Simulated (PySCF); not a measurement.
Vertical excitations of a molecule C₃H₇BO from TDA-M06-2X/def2-SVPD in PySCF, as energy in eV (oscillator strength): 6.32 (0.000), 7.01 (0.018), 7.31 (0.019), 7.77 (0.050), 8.08 (0.021), 8.30 (0.004), 8.52 (0.029), 8.57 (0.013), 8.68 (0.003), 8.70 (0.023). Lowest triplet (TDA): 5.91 eV. Geometry optimised at PBE0-D3(BJ)/def2-SVP. The values are those of a single conformer.

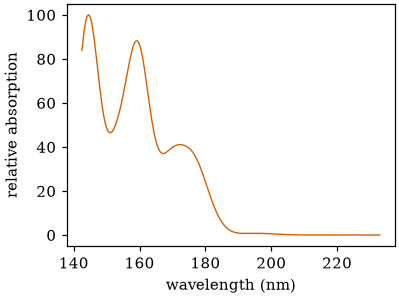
Fig. 1. The lines broadened by 0.4 eV.

Question: Pick the molecule that these values belong to.
(A) CB(C)C=O
(B) OB1CCC1
(C) C=CB(C)O
(D) C=CBOC

Answer: B, OB1CCC1
